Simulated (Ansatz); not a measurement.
# CAM-B3LYP/STO-3G run of PH2F (phosphinous fluoride(8ci,9ci))

What is the electronic atomisation energy of PH2F (phosphinous fluoride(8ci,9ci)) at CAM-B3LYP/STO-3G? 

The calculation is run with Ansatz 0.2.0.

50 further runs of the same task are left out: 50 set aside as unsound or not needed.

**1. The system as given**

PH2F has 4 atoms, charge 0, and is taken as a singlet. SMILES: `FP`. The shape is that of a GFN2-xTB optimisation.

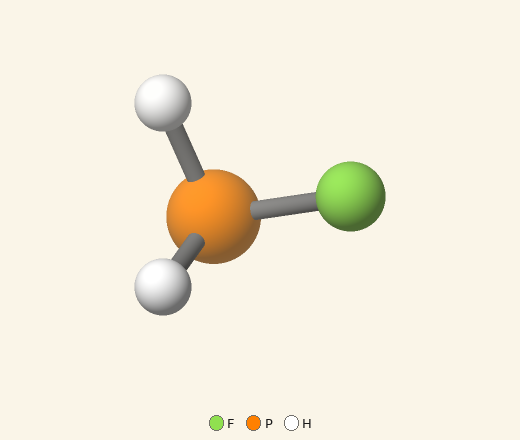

Viewed from a chosen angle; fluorine green, phosphorus orange, hydrogen white.

**2. A single-point energy at CAM-B3LYP/STO-3G**

input.yaml

```yaml
crystal:
  periodic: [false, false, false]
  atoms:
    - symbol: F
      position_ang: [1.160540, 0.668850, -0.222660]
    - symbol: P
      position_ang: [-0.072030, -0.369080, -0.479670]
    - symbol: H
      position_ang: [-1.053910, 0.574260, -0.129560]
    - symbol: H
      position_ang: [-0.034600, -0.874030, 0.831900]
basis:
  gaussian: {orbitals: STO-3G}
total_charge: 0
hamiltonian: {xc: {name: CAM-B3LYP}}
accuracy: high
```

Launch:

```
$ ansatz run input.yaml --threads 1 --pin off --max-ram 2610MiB --events-out events.jsonl --progress --plain --runs-dir runs
```

Log:

```text
Warning: RAYON_NUM_THREADS=1 ignored (pool sized by the plan → 1); use --threads N
Functional definition: CAM-B3LYP
  name "CAM-B3LYP"
  parameter alpha = 0.19
  parameter beta = 0.46
  parameter omega = 0.33/bohr
  parameter ac = 0.81
  exchange = (1 - alpha - beta)*b88_x + beta*b88_x_sr(omega) + alpha*exact_x + beta*exact_x_lr(omega)
  correlation = (1 - ac)*vwn5_c + ac*lyp_c
268 factors; integrals over basis functions are off by at most 1.5e-8 eV
124 factors; integrals over basis functions are off by at most 1.4e-9 eV
mean field evaluation 1: about -11889.9391 eV, gradient 1.5e1 eV
mean field evaluation 2: about -11890.5116 eV, gradient 1.2e1 eV
mean field evaluation 4: about -11890.9889 eV, gradient 1.1e-1 eV
mean field evaluation 8: about -11890.9786 eV, gradient 2.7e-4 eV
mean field evaluation 16: about -11890.9786 eV, gradient 7.9e-9 eV
mean field -11890.97859949 eV, -436.9854035363 hartree, gradient 7.9e-9 eV, S^2 0.000000; 0 other end points of the search recorded, 0 dependent functions left out
reference -11890.97860947 eV, -436.9854039034 hartree; 13, 13 occupied and 3, 3 virtual orbitals, 268 factors
Total energy: -11890.97860947 eV, -436.9854039034 hartree
```

It took 0.72 s on 1 thread of Arm Neoverse V2, shared host.

**3. The F atom, same level**

input.yaml

```yaml
crystal:
  periodic: [false, false, false]
  atoms:
    - {symbol: F, position_ang: [0.000000, 0.000000, 0.000000]}
basis:
  gaussian: {orbitals: STO-3G}
total_charge: 0
hamiltonian: {xc: {name: CAM-B3LYP}}
accuracy: high
magnetization: {spin_polarized: true, initial_magnetization: 1}
```

Run the same way, it converges to -98.23985 Eh (log not shown).

**4. The H atom at the same level**

input.yaml

```yaml
crystal:
  periodic: [false, false, false]
  atoms:
    - {symbol: H, position_ang: [0.000000, 0.000000, 0.000000]}
basis:
  gaussian:
    orbitals: STO-3G
magnetization:
  spin_polarized: true
  initial_magnetization: 1
accuracy: high
hamiltonian:
  xc: {name: CAM-B3LYP}
```

Run the same way, it converges to -0.46260 Eh (log not shown).

**5. The P atom, same level**

in.yaml

```yaml
crystal:
  periodic: [false, false, false]
  atoms:
    - {symbol: P, position_ang: [0.000000, 0.000000, 0.000000]}
basis:
  gaussian:
    orbitals: STO-3G
magnetization:
  spin_polarized: true
  initial_magnetization: 3
hamiltonian:
  xc: {name: CAM-B3LYP}
accuracy: high
```

Run the same way, it converges to -337.34452 Eh (log not shown).

**6. What came out**

At CAM-B3LYP/STO-3G:

```
                     quantity          value
       molecule: total energy  -436.98540 Eh
         F atom: total energy   -98.23985 Eh
                 F atom: ⟨S²⟩          0.750
         H atom: total energy    -0.46260 Eh
                 H atom: ⟨S²⟩          0.750
         P atom: total energy  -337.34452 Eh
                 P atom: ⟨S²⟩          3.750
electronic atomisation energy      12.948 eV
```

**Reading.** Taking the molecule apart into free atoms costs 12.95 eV (1249 kJ/mol), before zero-point energy and without spin-orbit coupling. In a minimal basis such a difference can be off by several eV, whatever the method.
